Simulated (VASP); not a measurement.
Band structure of TiB2 (AlB2 type). These are r2SCAN meta-GGA, VASP's PBE PAW potentials (set 64) (plane waves; VASP) values and carry that method's errors.

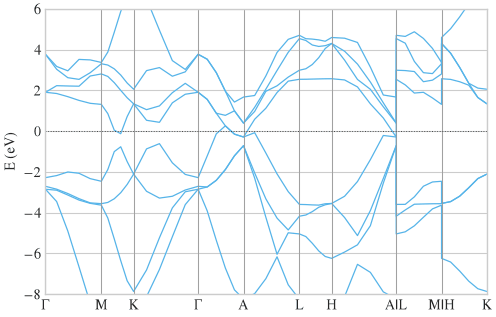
Figure. Bands along high-symmetry lines, zero at the valence-band maximum or, without a gap, the Fermi level

Problem. Read the plot: is there a gap, and where are the band edges?

Solution. It has no gap at this level: it comes out as a metal or semimetal.

The compound is TiB2 in the AlB2 type structure. It was relaxed first.
